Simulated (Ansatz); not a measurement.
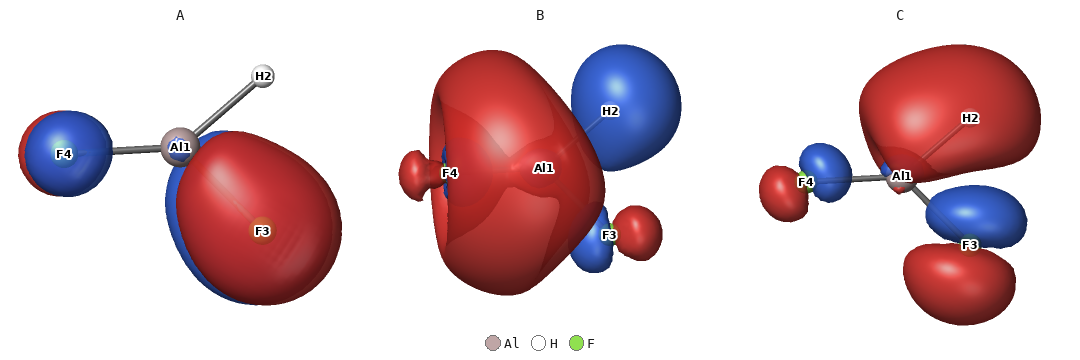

Figure 1: AlF$_{2}$H. Three frontier orbitals at ±0.08 Å⁻³ᐟ² (blue and red are the two phases), in no order.

Not at a stationary point (largest force 1.6 eV/Å).

Level of theory: RKS PBE/6-31G* (Ansatz).

| atom | x (Å) | y (Å) | z (Å) |
| --- | --- | --- | --- |
| Al | 0.1929 | 0.0000 | 0.1819 |
| H | 0.6599 | 0.0000 | 1.6554 |
| F | 1.8091 | 0.0000 | -0.2021 |
| F | -1.1623 | 0.0000 | -0.7693 |

### Order the three orbitals by energy and name them.

A is the HOMO−1 (−8.87 eV). By Hirshfeld shares it lies mainly on F3 (about 85 %); it changes sign across the molecular plane (π type). C is the HOMO (−7.44 eV). It lies mainly on F3 (about 40 %), H2 (about 30 %) and Al1 (about 25 %); it is symmetric in the molecular plane (an in-plane orbital: σ, lone-pair or in-plane π type). B is the LUMO (−1.70 eV). By Hirshfeld shares it lies mainly on Al1 (about 65 %), H2 (about 15 %), F4 (about 15 %) and F3 (about 5 %); it is symmetric in the molecular plane (an in-plane orbital: σ, lone-pair or in-plane π type).

### What is the HOMO–LUMO gap?

5.74 eV between the orbital energies.
